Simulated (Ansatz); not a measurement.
The starting structures come from a database of crystals and need not be the phases stable at ambient conditions.

 Where the default PAW files enter, the runs use the earlier of Ansatz's two default sets.

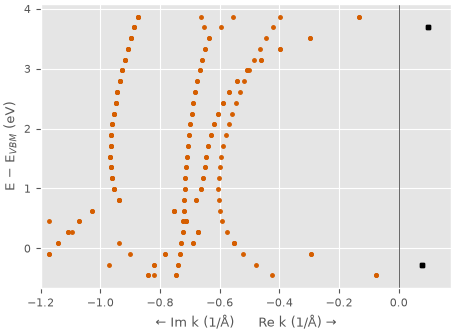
*Complex bands at the centre of the two-dimensional zone; PBEsol run with Ansatz (an electronic-structure program)*

No gap correction and no spin-orbit coupling; mid-gap values are interpolated between computed energies.

### Question
This is CsAl(MoO$_{4}$)$_{2}$ (P-3m1, not sure to be the ambient phase, 12 atoms a cell, 19.0 Å³ an atom, -5 GPa at this level) along the normal of (001). Read off the slowest decay at the centre of the two-dimensional zone at 1.89 eV, the computed energy nearest the middle of the gap.

### Answer
κ ≈ 0.58 1/Å, a decay length 1/(2κ) of the density of 0.86 Å.
